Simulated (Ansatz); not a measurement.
O₄Ru (RuO4)

```xyz
5

Ru    0.0000    0.0000    0.0000
O     0.0106   -0.0180    1.6943
O     1.5940    0.0105   -0.5747
O    -0.8061    1.3872   -0.5451
O    -0.7985   -1.3797   -0.5745
```

Geometry: PBE-D4/def2-SVP; core potentials replace the inner electrons of Ru; not at a stationary point (largest force 1.7 eV/Å).

Theory: RKS PBE0-D4/def2-TZVP in Ansatz.

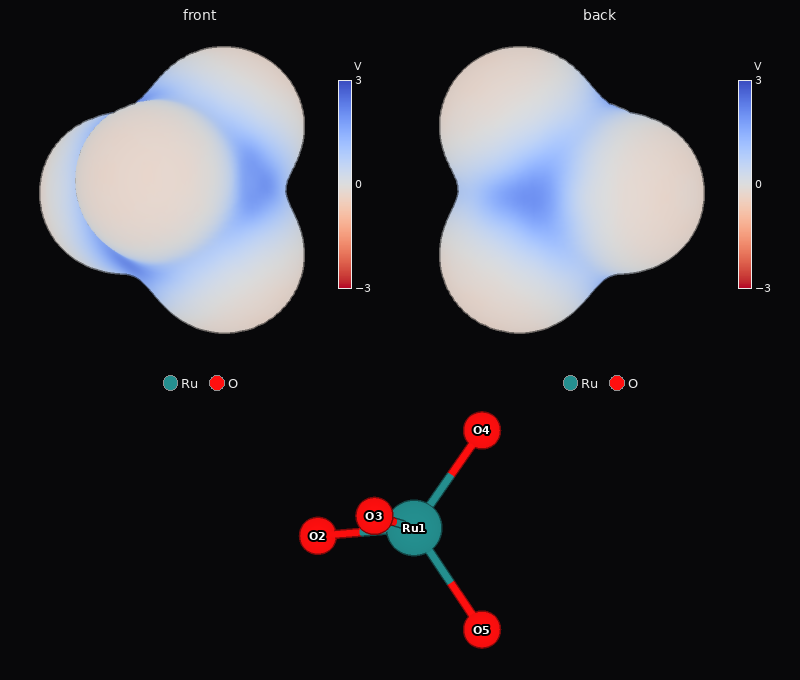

Figure 1. The electrostatic potential painted on the density surface at 0.002 e/bohr³, seen from the front and from behind; red is negative and blue positive. The bare structure is drawn below in the same view.

Which sites attract a positive test charge, and which a negative one?

Answer. A positive charge is drawn to the negative regions and a negative charge to the positive ones. The most negative region (about −0.3 V) lies over O2, O3, O4 and O5, the most positive (about +2.0 V, or +46 kcal/mol for a unit charge) over Ru1.

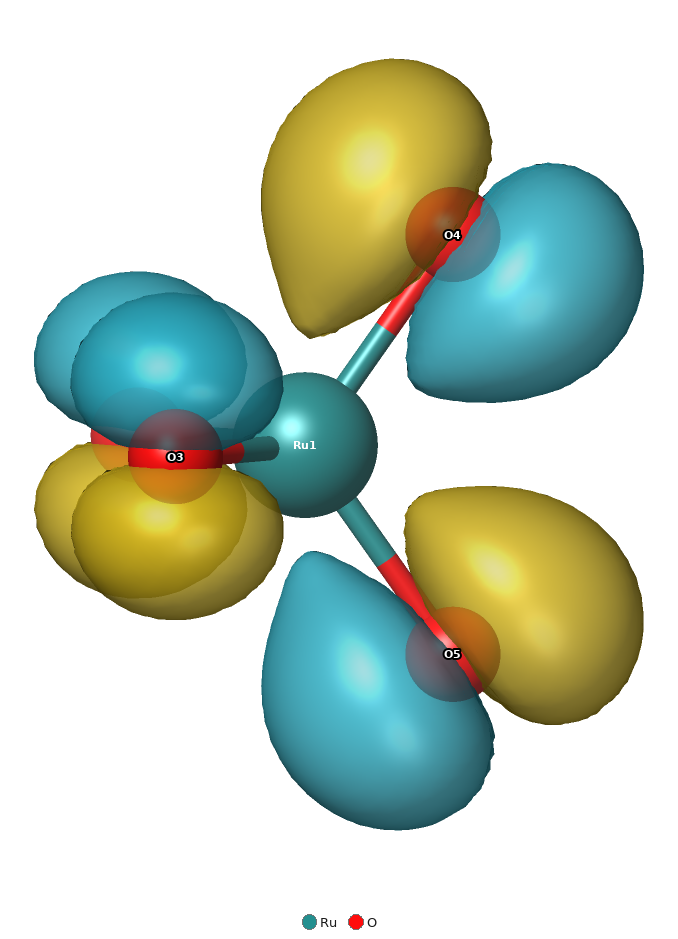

Figure 2. The HOMO at ±0.1 Å⁻³ᐟ² (yellow and cyan are the two phases), seen across its widest extent.

Describe this orbital and give its energy.

Answer. It lies mainly on O4 (about 35 %), O5 (about 35 %), O3 (about 10 %) and O2 (about 10 %); largely a combination of lone pairs on O4, O5, O3 and O2. It is one of a degenerate set, so its orientation is arbitrary. Its energy is −10.44 eV.

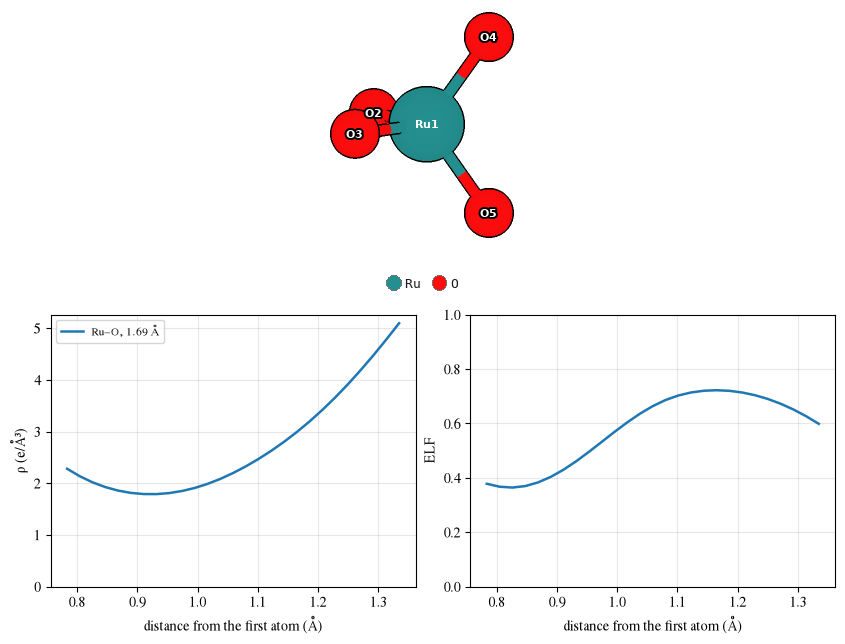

Figure 3. Electron density and ELF along straight lines between neighbouring atoms. The curves leave out the atomic cores. The structure is drawn too.

What can be read from the curves?

Answer. Ru–O (1.69 Å): ρ at the midpoint is about 1.9 e/Å³; the ELF peaks at about 0.70 in the valence shell of O, 0.5 Å from its nucleus, and drops to about 0.35 between the two atoms.
